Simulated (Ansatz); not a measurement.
# CH$_{4}$AlFO···HCl: what the fields show

Input

```
crystal:
  periodic: [false, false, false]
  atoms:
    - { symbol: Al, position_ang: [-0.3609, -0.0252, -0.2056] }
    - { symbol: F, position_ang: [0.7463, 0.8149, -1.7973] }
    - { symbol: C, position_ang: [0.8416, -0.8761, 1.1049] }
    - { symbol: O, position_ang: [-1.7841, -0.4704, -0.869] }
    - { symbol: H, position_ang: [0.3581, 1.7867, -1.214] }
    - { symbol: Cl, position_ang: [-0.4441, 2.5539, 0.1397] }
    - { symbol: H, position_ang: [0.3991, -0.8929, 2.1017] }
    - { symbol: H, position_ang: [1.0823, -1.905, 0.8399] }
    - { symbol: H, position_ang: [1.7788, -0.3212, 1.1707] }
    - { symbol: H, position_ang: [-2.6172, -0.6647, -1.271] }
basis:
  gaussian: { orbitals: def2-SVP }
hamiltonian:
  xc: pbe
  dispersion: d4
relax:
  f_tol: 0.15
  max_steps: 25
  restrain:
    - { distance: [0, 5], at: 3.53, k: 30.0 }
    - { distance: [4, 1], at: 2.18, k: 30.0 }
    - { distance: [0, 1], at: 1.78, k: 30.0 }
    - { distance: [4, 5], at: 1.33, k: 30.0 }
output:
  orbitals: {}
```

Run with:

```sh
ansatz run input.yaml --threads 2 --pin off --max-ram 3072MiB --backend cpu --events-out ev --progress --plain --runs-dir out
```

The fields are those of the run's last geometry, not of the input's.

Not at a stationary point (largest force 1.1 eV/Å).

Method: RKS PBE-D4/def2-SVP in Ansatz 0.2.0.

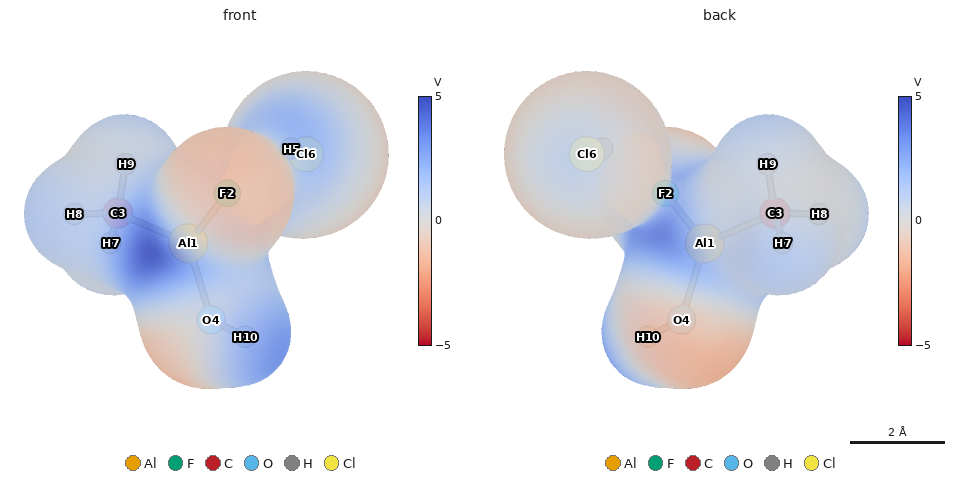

Figure 1. The electrostatic potential painted on the density surface at 0.004 e/bohr³, seen from the front and from behind; the colour scale runs from red (negative) to blue (positive).

Question: Where is the surface potential most negative and most positive?

Answer: The most negative region (about −1.6 V) lies over O4, the most positive (about +4.4 V) over Al1. Cl6 shows a σ-hole: about +0.7 V at the tip opposite its bond, against about −0.3 V on its flanks. O4 is the likeliest acceptor of a hydrogen bond.

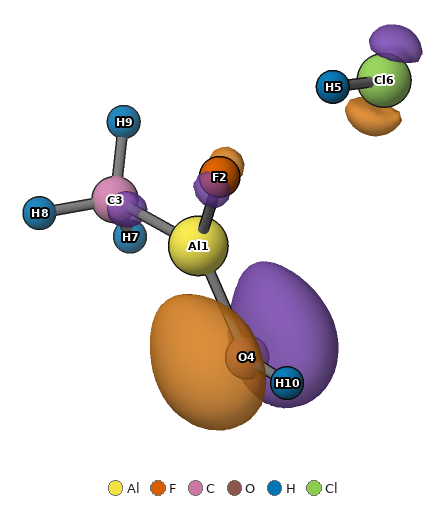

Figure 2. The HOMO at ±0.15 Å⁻³ᐟ² (orange and purple are the two phases), seen at a tilt.

Question: What is the character of this orbital?

Answer: By Hirshfeld shares it lies mainly on O4 (about 75 %); largely a lone pair of O4. Its energy is −7.36 eV.

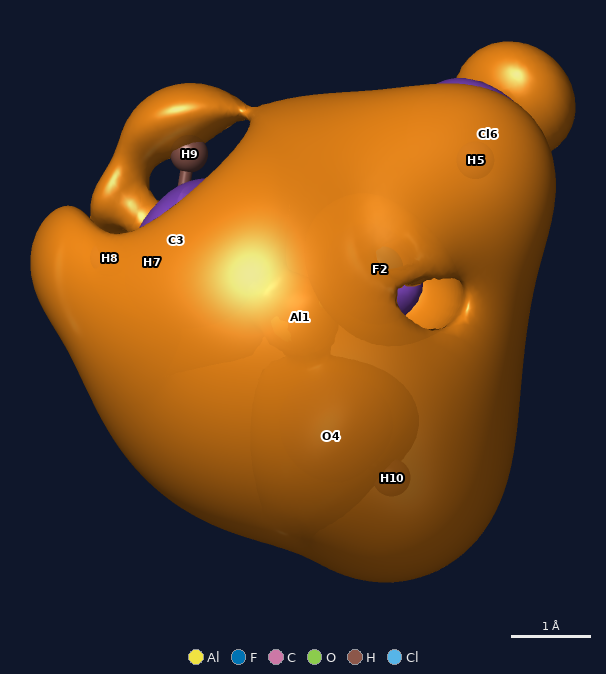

Figure 3. One frontier orbital at ±0.05 Å⁻³ᐟ² (orange and purple are the two phases), seen across its widest extent.

Question: Which orbital is it: HOMO or LUMO?

Answer: The LUMO, at −1.01 eV. Its weight (Hirshfeld) is mainly on Al1 (about 45 %), C3 (about 10 %), O4 (about 10 %), F2 (about 10 %), Cl6 (about 5 %) and H10 (about 5 %).
